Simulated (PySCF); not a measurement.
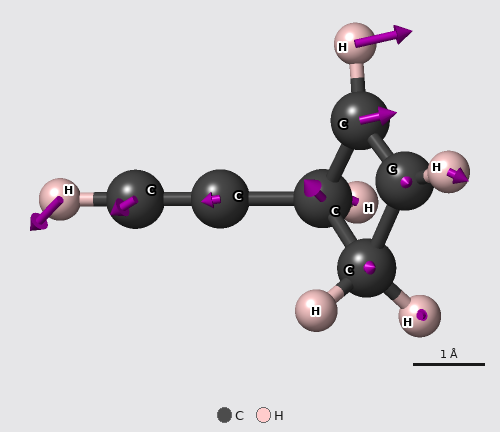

This is a relaxation of C$_{6}$H$_{6}$. The starting structure is drawn; purple arrows show the displacements, magnified 10 times. The two geometries are superimposed by the best rigid fit.

A ball-and-stick model, seen at a tilt.

The start comes from MMFF94s.

Method: PBE0-D3(BJ)/def2-SVP geometry optimisation, gas phase in PySCF 2.14.0, density-fitted response routines. 

Question: What happened in the run?

Answer: An H atom moves most after the best rigid fit: 0.084 Å. By element the largest moves are H 0.084 Å, C 0.054 Å. Among the contacts that change: C–C 1.551 → 1.570 Å, C–C 1.201 → 1.212 Å, C–H 1.066 → 1.074 Å, C–C 1.514 → 1.507 Å. Among the angles between lasting bonds that change: C–C–C 112.9° → 118.0°, C–C–H 112.3° → 109.3°, C–C–H 115.9° → 113.7°. The energy falls by 1.41 kcal/mol in 6 geometry steps. The run took of the order of 29 core-seconds on a shared host.
